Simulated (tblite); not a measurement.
Frequency calculation of CH₆BNSi

- system: CH₆BNSi, SMILES BC=N[SiH3]
- method: GFN1-xTB, R-SCC (tblite 0.8.0)

The geometry was optimised with GFN1-xTB.

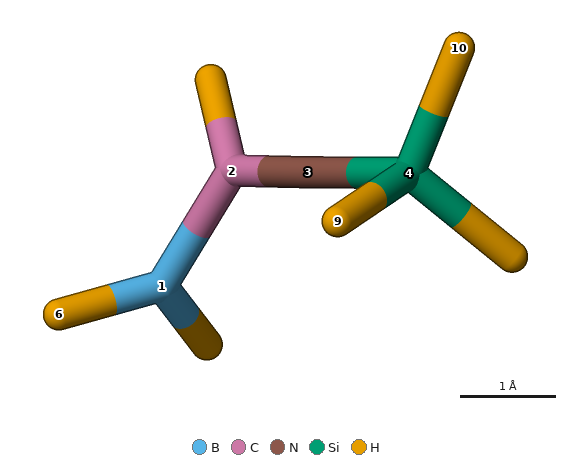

*The structure as given in the input (stick view, seen at a tilt; atoms are numbered from 1 in the order of the input).*

Bond lengths as drawn: B–C 1.54 Å, B–H 1.19 Å, C–H 1.10 Å, C–N 1.27 Å, H–Si 1.45 Å and N–Si 1.68 Å.

### Input file (job.py)
```python
"""GFN1-xTB harmonic vibrations"""
import json
import numpy as np
from tblite.interface import Calculator
from tblite.interface import symbols_to_numbers
from ase.data import atomic_masses

symbols = list(map(str, np.loadtxt("start.xyz", skiprows=2, usecols=0, dtype=str, ndmin=1)))
numbers = np.array(symbols_to_numbers(symbols))
positions = np.loadtxt("start.xyz", skiprows=2, usecols=(1, 2, 3), ndmin=2) / 0.529177210903

calculator = Calculator("GFN1-xTB", numbers, positions, charge=0, uhf=0)
calculator.set("verbosity", 0)
calculator.set("accuracy", 0.01)
sp = calculator.singlepoint()
h = 0.005  # bohr
n = positions.size
H, D = np.zeros((n, n)), np.zeros((n, 3))
for a in range(n):
    g, d = [], []
    for sign in (1, -1):
        x = positions.ravel().copy()
        x[a] += sign * h
        calculator.update(x.reshape(-1, 3))
        y = calculator.singlepoint()
        g.append(y.get('gradient').ravel())
        d.append(y.get('dipole'))
    H[a], D[a] = (g[0] - g[1]) / (2 * h), (d[0] - d[1]) / (2 * h)
mass = np.repeat(atomic_masses[numbers], 3)
H = (H + H.T) / 2 / np.sqrt(np.outer(mass, mass))
# project out translations and rotations
com = positions - atomic_masses[numbers] @ positions / atomic_masses[numbers].sum()
T = [np.tile(v, len(numbers)) for v in np.eye(3)] + [np.cross(com, v).ravel() for v in np.eye(3)]
U, sv, _ = np.linalg.svd((np.array(T) * np.sqrt(mass)).T)
Q = U[:, (sv > 1e-3 * sv.max()).sum():]
w, V = np.linalg.eigh(Q.T @ H @ Q)
freq = np.sign(w) * np.sqrt(np.abs(w)) * 5140.487
inten = (((Q @ V).T / np.sqrt(mass)) @ D) ** 2
inten = inten.sum(axis=1) * 974.88
print(f"E = {sp.get('energy'):.8f} Eh, max gradient {np.abs(sp.get('gradient')).max():.2e} Eh/bohr")
print("mode   frequency/cm^-1   IR/(km/mol)")
for i, (v, s) in enumerate(zip(freq, inten), 1):
    print(f"{i:4d} {v:14.2f} {s:14.3f}")
zpe = freq[freq > 0].sum() / 2 / 219474.63
print(f"imaginary modes: {(freq < -10).sum()}, zero-point energy {zpe:.6f} Eh = {zpe * 27.211386:.4f} eV")
out = {k: np.asarray(sp.get(k)).tolist() for k in ("energy", "gradient", "charges", "dipole", "orbital-energies", "orbital-occupations")}
out.update(symbols=symbols, positions=(positions * 0.529177210903).tolist(), frequencies=freq.tolist(), intensities=inten.tolist(), zpe=zpe)
json.dump(out, open("results.json", "w"))
```

### File start.xyz
```
10
start geometry
B     -1.572148     1.412414     0.341559
C     -0.092097     1.097239     0.041144
N      0.423673    -0.055953    -0.085245
Si     1.123282    -1.577940    -0.255881
H     -2.348324     1.586713    -0.537113
H     -1.952469     1.544890     1.456315
H      0.537782     1.997855    -0.065233
H      0.432626    -2.215260    -1.355445
H      0.899687    -2.264406     0.997511
H      2.547978    -1.525563    -0.537610
```

Hardware: 1 thread of Intel Xeon @ 2.50GHz (Skylake/Cascade Lake), 189 GiB of memory available, shared host.

Run as:
```bash
python job.py
```

### The program's output
```
E = -11.76045464 Eh, max gradient 2.22e-05 Eh/bohr
mode   frequency/cm^-1   IR/(km/mol)
   1          43.83          0.842
   2          49.00          2.219
   3          98.01          0.020
   4         180.77          8.815
   5         200.13         11.641
   6         526.34          4.451
   7         574.16        145.125
   8         640.92        238.265
   9         658.00         33.647
  10         821.74        318.591
  11         873.33        205.489
  12         874.26        428.607
  13         879.05         94.498
  14         893.08        113.811
  15         968.24          7.785
  16        1169.34         26.673
  17        1301.32         18.788
  18        1723.59        236.859
  19        2199.93        274.382
  20        2242.84        102.842
  21        2248.21        307.422
  22        2533.29         80.194
  23        2567.29        108.024
  24        2858.53         44.468
imaginary modes: 0, zero-point energy 0.061796 Eh = 1.6815 eV
```

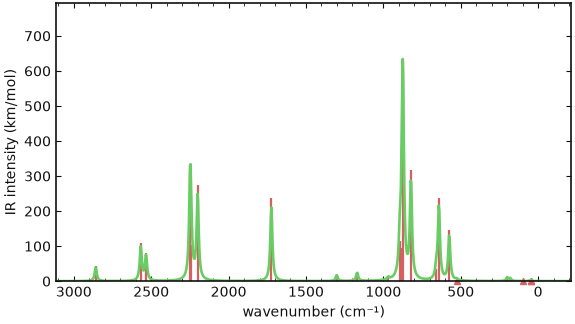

*Harmonic infrared spectrum, unscaled: sticks (degenerate modes added up, dark ones marked on the axis) with a Lorentzian envelope of 16 cm⁻¹ full width, scaled to the tallest stick.*

24 modes from 44 to 2859 cm⁻¹, none imaginary. The strongest line is at 874 cm⁻¹ (634 km/mol).

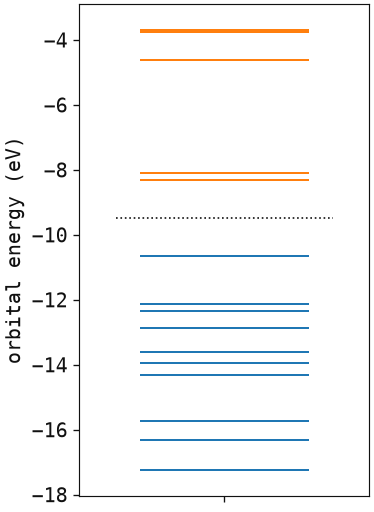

*Orbital energies near the frontier; the dotted line parts filled from empty levels, and levels within 0.02 eV of each other stand side by side.*

Highest filled −10.65 eV, lowest empty −8.31 eV, 2.34 eV apart.

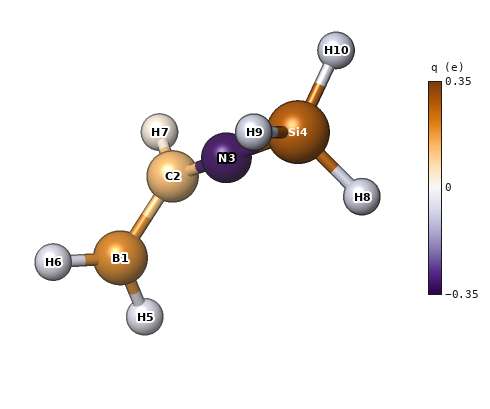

*Mulliken charges, as the colour of each atom (ball-and-stick view, seen at a tilt; atoms are numbered from 1 in the order of the input).*

By element: B +0.22, C +0.14, N −0.33, Si +0.27 and H −0.08 to +0.03 e.

### Summary

- outcome: converged
- total energy: −11.760455 hartree
- basis functions: 33
- largest force: 0.002 eV/Å
- HOMO: −10.65 eV
- LUMO: −8.31 eV
- zero-point energy: 0.061796 hartree
- dipole moment: 2.30 D
- wavenumbers, lowest and highest: 44 and 2859 cm⁻¹
- wall time: 1.1 s
- peak memory: 0.068 GiB
